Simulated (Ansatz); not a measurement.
# AlBNH6+ (SMILES [BH2][AlH][NH3+]): one structure at several levels

How do the functionals fare away from a minimum? The structure is a structure displaced at random from a GFN2-xTB minimum.

Computed with Ansatz 0.2.0, Gaussian basis. Level: single points in def2-TZVPP.

Cores are frozen in the correlated methods.

## 1. Where the work starts

SMILES `[BH2][AlH][NH3+]`, 9 atoms, charge 1, spin multiplicity 1.

Atoms are counted from 1 here; the program's logs count them from 0.

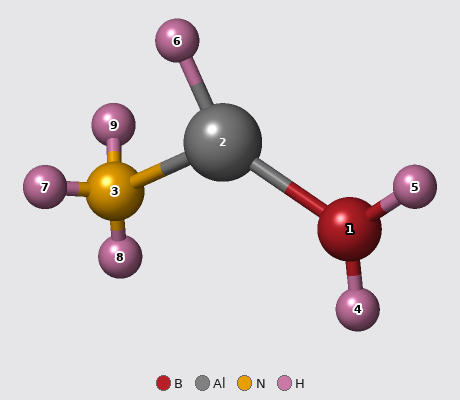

The starting geometry (boron red, aluminium grey, nitrogen amber, hydrogen pink); atoms are numbered from 1 in the order of the file.

As a file:

```xyz
9
charge 1, multiplicity 1
B    -1.2181    0.8816   -1.5389
Al    0.1779    0.7099    0.0910
N     0.7396   -1.1317    0.9121
H    -1.5646    0.0141   -2.1633
H    -1.5500    2.1040   -1.8944
H     0.9104    1.4657    1.1865
H     1.7388   -1.2821    0.9745
H     0.3500   -1.9906    0.5773
H     0.5606   -0.8633    1.9666
```

## 2. CCSD(T)/def2-TZVPP

run/in.yaml

```yaml
crystal:
  periodic: [false, false, false]
  atoms:
    - {symbol: B, position_ang: [-1.218100, 0.881600, -1.538900]}
    - {symbol: Al, position_ang: [0.177900, 0.709900, 0.091000]}
    - {symbol: N, position_ang: [0.739600, -1.131700, 0.912100]}
    - {symbol: H, position_ang: [-1.564600, 0.014100, -2.163300]}
    - {symbol: H, position_ang: [-1.550000, 2.104000, -1.894400]}
    - {symbol: H, position_ang: [0.910400, 1.465700, 1.186500]}
    - {symbol: H, position_ang: [1.738800, -1.282100, 0.974500]}
    - {symbol: H, position_ang: [0.350000, -1.990600, 0.577300]}
    - {symbol: H, position_ang: [0.560600, -0.863300, 1.966600]}
basis:
  gaussian: {orbitals: def2-TZVPP}
total_charge: 1
correlation: {method: ccsd_t}
output: {forces: true}
```

No record of the launch command was kept for these runs.

## 3. PBE0-D4/def2-TZVPP

run/in.yaml: that of step 2 with these lines changed.

```diff
@@ -15,3 +15,3 @@
 total_charge: 1
-correlation: {method: ccsd_t}
-output: {forces: true}
+hamiltonian: {xc: pbe0, dispersion: d4}
+output: {forces: true, orbitals: {seedname: orbitals}}
```

## 4. wB97M-V/def2-TZVPP

run/in.yaml: that of step 3 with these lines changed.

```diff
@@ -15,3 +15,3 @@
 total_charge: 1
-hamiltonian: {xc: pbe0, dispersion: d4}
-output: {forces: true, orbitals: {seedname: orbitals}}
+hamiltonian: {xc: {name: wB97M-V}}
+output: {forces: true}
```

## 5. r2SCAN-D4/def2-TZVPP

run/in.yaml: that of step 4 with these lines changed.

```diff
@@ -15,3 +15,3 @@
 total_charge: 1
-hamiltonian: {xc: {name: wB97M-V}}
+hamiltonian: {xc: r2scan, dispersion: d4}
 output: {forces: true}
```

## 6. PBE-D4/def2-TZVPP

run/in.yaml: that of step 5 with these lines changed.

```diff
@@ -15,3 +15,3 @@
 total_charge: 1
-hamiltonian: {xc: r2scan, dispersion: d4}
+hamiltonian: {xc: pbe, dispersion: d4}
 output: {forces: true}
```

## 7. BHLYP-D4/def2-TZVPP

run/in.yaml: that of step 6 with these lines changed.

```diff
@@ -15,3 +15,3 @@
 total_charge: 1
-hamiltonian: {xc: pbe, dispersion: d4}
+hamiltonian: {xc: {name: BHLYP}, dispersion: d4}
 output: {forces: true}
```

## 8. wB97X-V/def2-TZVPP

run/in.yaml: that of step 7 with these lines changed.

```diff
@@ -15,3 +15,3 @@
 total_charge: 1
-hamiltonian: {xc: {name: BHLYP}, dispersion: d4}
+hamiltonian: {xc: {name: wB97X-V}}
 output: {forces: true}
```

(Steps that only read results are left out.)

What does the calculation give? Wanted: energy less free atoms, CCSD(T)/def2-TZVPP; RMS force component; RMS force error; HOMO and LUMO, PBE0-D4; T1 diagnostic.

The runs gave:

| quantity | value |
| --- | --- |
| energy less free atoms, CCSD(T)/def2-TZVPP | -1922.4 kJ/mol |
| RMS force component | 1.232 to 1.283 eV/Å over the methods |
| RMS force error | PBE0-D4 0.044, wB97M-V 0.063, r2SCAN-D4 0.024, PBE-D4 0.141, BHLYP-D4 0.171, wB97X-V 0.037 eV/Å |
| HOMO and LUMO, PBE0-D4 | -12.72 and -7.74 eV |
| T1 diagnostic | 0.008 |

What this shows: Against CCSD(T) the functionals' energies less atoms differ by -82.3 to -32.8 kJ/mol, PBE-D4 by -73.5 kJ/mol. CCSD(T) in triple zeta still lacks some correlation energy of the bonds, so part of these gaps is its own basis error and they don't rank the functionals. The forces of r2SCAN-D4 come nearest to CCSD(T), those of BHLYP-D4 are farthest. Frozen-core CCSD(T) forces in triple zeta carry basis errors of their own, and this is one geometry, so small gaps rank nothing.
